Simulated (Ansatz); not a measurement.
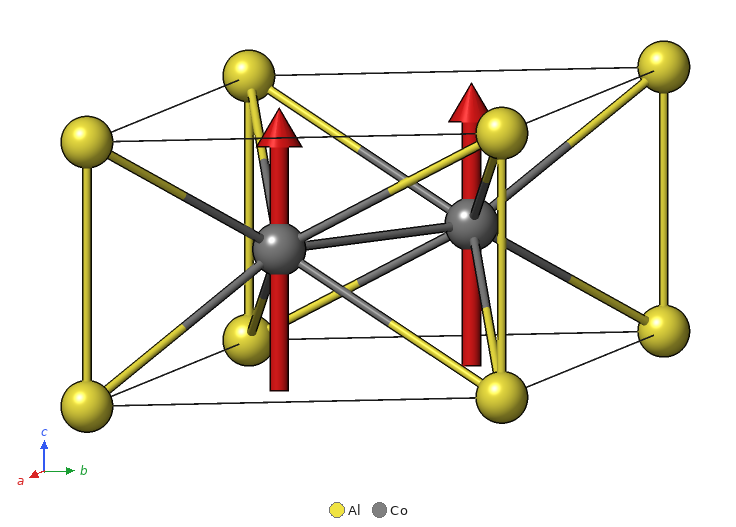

A ball-and-stick rendering, viewed slightly off an axis. The frame is the simulation cell; atoms at its boundary are shown with their periodic copies. Arrows are the site magnetic moments above 0.25 μB; longer means larger, and red and blue are up and down (without spin-orbit coupling the axis itself is arbitrary).

This is the state reached for AlCo₂. Setup: DFT PBE, scalar-relativistic, plane waves, PAW (Ansatz 0.2.0); 420 eV cutoff, k-grid 12×12×18, Gaussian smearing of 0.1 eV, collinear spins.

What do the arrows say about the order?

Ferromagnetic (within this cell). Site moments: 2 Co +1.2 μB. The net spin moment of the whole cell is 2.4 μB.

The structure comes from a textbook structure type filled with these elements (whether it is the usual form wasn't checked). It was relaxed with Ansatz, DFT PBE, scalar-relativistic, plane waves, PAW.
